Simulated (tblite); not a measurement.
## Geometry relaxation of C₄H₉Cl₂NSi₂ (part 1 of 2)

System: C₄H₉Cl₂NSi₂.
Method: GFN2-xTB geometry optimisation, gas phase (tblite 0.8.0).

It belongs to a series of runs on one base structure; here: H on Si replaced by CH2SiH3.

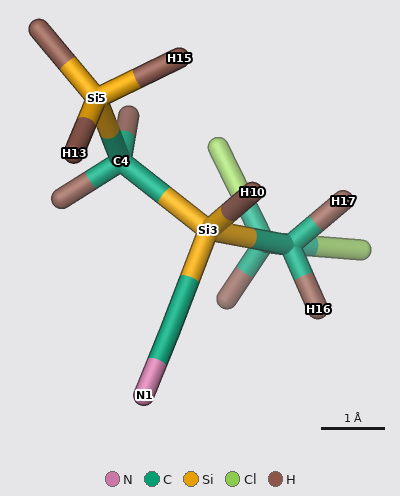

Figure 1. The structure as given in the input (stick view, seen at a tilt; atoms are numbered from 1 in the order of the input).

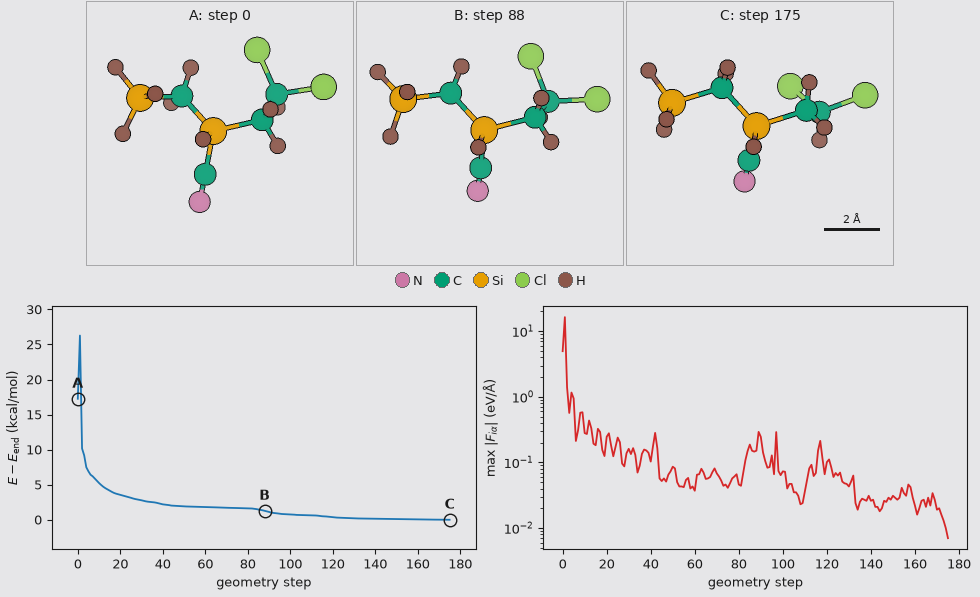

Figure 2. Frames of the relaxation (ball-and-stick view, seen at a tilt) above the curves, on which the letters mark them (steps are counted from 0).

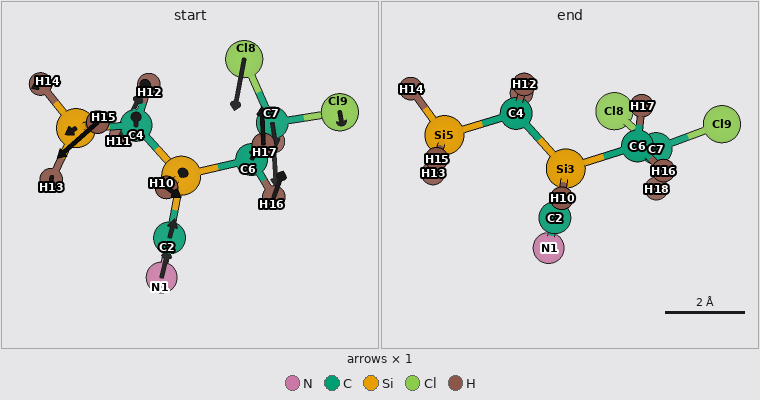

Figure 3. Before (left) and after (right) the relaxation, at one scale (ball-and-stick view, seen at a tilt). The black arrows give the displacements, at true length. The energy falls by 17.3 kcal/mol in 175 geometry steps. The largest force component goes from 5 to 0.007 eV/Å. Cl8 moves most after the best rigid fit: 1.88 Å. By element the largest moves are Cl 1.88 Å, H 1.58 Å, N 0.86 Å, C 0.86 Å, Si 0.42 Å. Among the contacts that change: Si3–C6 1.836 → 1.920 Å, Si3–C4 1.819 → 1.890 Å, C2–Si3 1.828 → 1.871 Å, C4–H11 1.132 → 1.090 Å. Among the angles that change: Si3–C4–H12 118.6° → 108.6°, Si3–C4–Si5 107.3° → 114.6°, C4–Si3–H10 107.0° → 113.7°. (Atoms are counted from 1 in the order of the input.)

These pictures come from the run below.

## The input
```
{"job": {"kind": "relax", "xc": "GFN2-xTB", "basis": "xTB"}, "charge": 0, "multiplicity": 1}
N      0.196600    -3.352000    -1.395400
C      0.121100    -2.185900    -1.219000
Si     0.014900    -0.388200    -0.906200
C      1.115100     0.084600     0.462400
Si     2.776900     0.529900    -0.287500
C     -1.731900     0.172500    -0.831600
C     -2.362200     0.315200     0.500000
Cl    -1.596200     1.455000     1.615000
Cl    -3.982400     1.014300     0.176000
H      0.574600     0.218500    -2.143800
H      1.336900    -0.800800     1.131500
H      0.834100     0.925400     1.088000
H      3.338200    -0.605900    -1.006000
H      3.686000     1.168800     0.642700
H      2.436800     1.580300    -1.302000
H     -2.344600    -0.572800    -1.389100
H     -1.869600     1.130900    -1.384800
H     -2.553100    -0.683300     0.973300
```

The first line tells a small driver script what to run in tblite; the rest is the geometry in Å.

Launch command:
```bash
OMP_NUM_THREADS=1 python <driver script> task.json out
```

## Log
```
step      E/eV     max force
  0    -776.75740    5.002
  1    -776.36655   16.627
  2    -777.06495    1.407
  3    -777.10752    0.603
  4    -777.18101    1.186
  5    -777.20623    0.962
  6    -777.22716    0.231
  7    -777.23709    0.325
  8    -777.25099    0.579
  9    -777.26465    0.587
 10    -777.27861    0.322
 11    -777.29076    0.271
 12    -777.30173    0.437
 13    -777.31063    0.334
 14    -777.31830    0.212
 15    -777.32563    0.212
 16    -777.33306    0.343
 17    -777.33962    0.313
 18    -777.34435    0.182
 19    -777.34783    0.165
 20    -777.35131    0.254
 21    -777.35531    0.284
 22    -777.35921    0.184
 23    -777.36262    0.147
 24    -777.36599    0.214
 25    -777.36998    0.277
 26    -777.37414    0.240
 27    -777.37752    0.133
 28    -777.37998    0.108
 29    -777.38231    0.156
 30    -777.38535    0.187
 31    -777.38880    0.162
 32    -777.39177    0.175
 33    -777.39398    0.130
 34    -777.39540    0.082
 35    -777.39664    0.103
 36    -777.39821    0.147
 37    -777.40058    0.169
 38    -777.40394    0.158
 39    -777.40762    0.156
 40    -777.41041    0.131
 41    -777.41214    0.177
 42    -777.41357    0.283
 43    -777.41527    0.165
 44    -777.41804    0.072
 45    -777.41891    0.061
 46    -777.41986    0.065
 47    -777.42075    0.064
 48    -777.42186    0.076
 49    -777.42265    0.076
 50    -777.42315    0.089
 51    -777.42354    0.084
 52    -777.42398    0.054
 53    -777.42441    0.050
 54    -777.42478    0.047
 55    -777.42510    0.045
 56    -777.42546    0.060
 57    -777.42590    0.070
 58    -777.42633    0.052
 59    -777.42669    0.045
 60    -777.42704    0.044
 61    -777.42749    0.073
 62    -777.42802    0.085
 63    -777.42848    0.081
 64    -777.42881    0.071
 65    -777.42909    0.058
 66    -777.42945    0.059
 67    -777.42990    0.068
 68    -777.43038    0.077
 69    -777.43084    0.083
 70    -777.43135    0.070
 71    -777.43192    0.072
 72    -777.43241    0.064
 73    -777.43273    0.049
 74    -777.43295    0.048
 75    -777.43322    0.044
 76    -777.43360    0.056
 77    -777.43404    0.059
 78    -777.43442    0.063
 79    -777.43469    0.069
 80    -777.43495    0.050
 81    -777.43534    0.062
 82    -777.43610    0.085
 83    -777.43756    0.119
 84    -777.43968    0.154
 85    -777.44204    0.187
 86    -777.44471    0.156
 87    -777.44727    0.157
 88    -777.45039    0.167
 89    -777.45351    0.305
 90    -777.45732    0.262
 91    -777.46088    0.147
 92    -777.46342    0.121
 93    -777.46471    0.083
 94    -777.46637    0.086
 95    -777.46847    0.130
 96    -777.47007    0.076
 97    -777.47091    0.291
 98    -777.47165    0.098
 99    -777.47229    0.086
100    -777.47292    0.078
101    -777.47348    0.088
102    -777.47436    0.044
103    -777.47572    0.052
104    -777.47605    0.052
105    -777.47675    0.040
106    -777.47705    0.035
107    -777.47728    0.031
108    -777.47745    0.026
109    -777.47760    0.025
110    -777.47787    0.045
111    -777.47839    0.054
112    -777.47933    0.093
113    -777.48045    0.096
114    -777.48244    0.080
115    -777.48397    0.071
116    -777.48464    0.155
117    -777.48549    0.217
118    -777.48688    0.118
119    -777.48850    0.076
120    -777.49020    0.105
121    -777.49053    0.121
122    -777.49240    0.090
123    -777.49300    0.064
124    -777.49362    0.073
125    -777.49421    0.066
126    -777.49480    0.072
127    -777.49548    0.065
128    -777.49613    0.063
129    -777.49676    0.049
130    -777.49725    0.045
131    -777.49731    0.052
132    -777.49777    0.063
133    -777.49794    0.028
134    -777.49812    0.023
135    -777.49835    0.028
136    -777.49860    0.031
137    -777.49890    0.031
138    -777.49918    0.031
139    -777.49946    0.035
140    -777.49968    0.027
141    -777.49983    0.031
142    -777.49993    0.027
143    -777.50010    0.023
144    -777.50035    0.026
145    -777.50056    0.025
146    -777.50080    0.030
147    -777.50093    0.028
148    -777.50104    0.029
149    -777.50118    0.033
150    -777.50135    0.039
151    -777.50156    0.039
152    -777.50180    0.033
153    -777.50204    0.030
154    -777.50228    0.041
155    -777.50253    0.037
156    -777.50283    0.037
157    -777.50314    0.047
158    -777.50340    0.043
159    -777.50362    0.031
160    -777.50378    0.027
161    -777.50388    0.023
162    -777.50395    0.022
163    -777.50404    0.027
164    -777.50415    0.028
165    -777.50431    0.022
166    -777.50451    0.032
167    -777.50473    0.031
168    -777.50496    0.037
169    -777.50515    0.029
170    -777.50536    0.024
171    -777.50546    0.022
172    -777.50556    0.018
173    -777.50564    0.016
174    -777.50568    0.013
175    -777.50570    0.008
```

## Trajectory as extended XYZ (Å, eV, eV/Å), 12 of the 176 frames kept, from step=0 to step=175
```
18
Properties=species:S:1:pos:R:3:forces:R:3 step=0 energy=-776.75740
N     0.1966   -3.3520   -1.3954   -0.2360   3.9580   0.5820
C     0.1211   -2.1859   -1.2190    0.1950  -4.9600  -0.6160
Si    0.0149   -0.3882   -0.9062    0.6910   0.6130  -1.3690
C     1.1151    0.0846    0.4624    1.5150  -0.8610   2.0380
Si    2.7769    0.5299   -0.2875    0.4490   0.8810  -0.9850
C    -1.7319    0.1725   -0.8316   -1.4320   0.3780  -1.1190
C    -2.3622    0.3152    0.5000   -1.0060  -0.5310   0.4070
Cl   -1.5962    1.4550    1.6150    0.1410  -0.2390   0.0290
Cl   -3.9824    1.0143    0.1760   -0.5820  -0.0140   0.2050
H     0.5746    0.2185   -2.1438   -0.2870  -0.2180  -0.0590
H     1.3369   -0.8008    1.1315   -0.5020   0.9100  -0.3800
H     0.8341    0.9254    1.0880   -0.3090  -0.2220   0.0030
H     3.3382   -0.6059   -1.0060    0.0810  -0.0790   0.0920
H     3.6860    1.1688    0.6427    0.1450  -0.0910   0.2620
H     2.4368    1.5803   -1.3020    0.2730  -0.2880   0.3000
H    -2.3446   -0.5728   -1.3891    0.2250   0.4620   0.2610
H    -1.8696    1.1309   -1.3848    0.2840  -0.5690   0.3320
H    -2.5531   -0.6833    0.9733    0.3530   0.8720   0.0180
18
Properties=species:S:1:pos:R:3:forces:R:3 step=16 energy=-777.33306
N     0.1689   -3.3643   -1.3575   -0.0670   0.3250   0.0860
C     0.0675   -2.2345   -1.1799   -0.0010  -0.3040   0.0210
Si    0.0158   -0.3757   -0.9412   -0.0980   0.0520  -0.1330
C     1.2351    0.0726    0.4459   -0.1600  -0.0170  -0.2020
Si    2.9162    0.6016   -0.2805   -0.0190   0.0760  -0.1170
C    -1.8330    0.1893   -0.8647    0.0530  -0.0160   0.0490
C    -2.4991    0.3103    0.4815    0.1040   0.0110  -0.0320
Cl   -1.6383    1.4642    1.5303   -0.0760  -0.0540  -0.0050
Cl   -4.1890    0.9044    0.3236    0.0220  -0.0500  -0.0680
H     0.4286    0.1073   -2.2753    0.0060  -0.0030   0.0740
H     1.3780   -0.7821    1.1054   -0.0230   0.0270   0.0490
H     0.8237    0.8813    1.0454    0.0850  -0.0230   0.0470
H     3.5030   -0.5468   -0.9543    0.0750  -0.1310  -0.0460
H     3.8269    1.1129    0.7328    0.0240   0.0140   0.1690
H     2.6612    1.6501   -1.2691    0.0200   0.0560   0.0040
H    -2.4253   -0.5026   -1.4681    0.0040   0.0120   0.0340
H    -1.8824    1.1571   -1.3658   -0.0310   0.0210   0.0380
H    -2.5663   -0.6387    1.0152    0.0830   0.0050   0.0310
18
Properties=species:S:1:pos:R:3:forces:R:3 step=32 energy=-777.39177
N     0.0079   -3.3533   -1.1521   -0.0280   0.1210   0.0060
C    -0.0301   -2.2079   -1.1198   -0.0250  -0.1230   0.0290
Si   -0.0114   -0.3356   -1.0377    0.0910  -0.0180   0.0000
C     1.2426    0.1009    0.3139    0.0160   0.0230   0.0000
Si    2.9898    0.5992   -0.2847   -0.0450  -0.0030   0.0390
C    -1.8413    0.2311   -0.8663    0.0040  -0.0150  -0.0630
C    -2.4824    0.2683    0.4936    0.1650  -0.0120   0.0560
Cl   -1.7309    1.4945    1.5369    0.0370   0.0370   0.0220
Cl   -4.2231    0.6625    0.3486   -0.0900   0.0090   0.0070
H     0.3889    0.0860   -2.3898   -0.0230   0.0110   0.0240
H     1.3618   -0.7561    0.9809   -0.0670   0.0620   0.0050
H     0.8633    0.9195    0.9250   -0.0200  -0.0340   0.0070
H     3.6325   -0.5279   -0.9596   -0.0210  -0.0030   0.0260
H     3.7401    1.0020    0.9077    0.0400  -0.0160  -0.0460
H     2.8834    1.7258   -1.2124   -0.0120   0.0150   0.0020
H    -2.4434   -0.4442   -1.4748   -0.0410  -0.0240  -0.0960
H    -1.9301    1.2200   -1.3154   -0.0160   0.0460  -0.0090
H    -2.4262   -0.6785    1.0297    0.0340  -0.0780  -0.0070
```
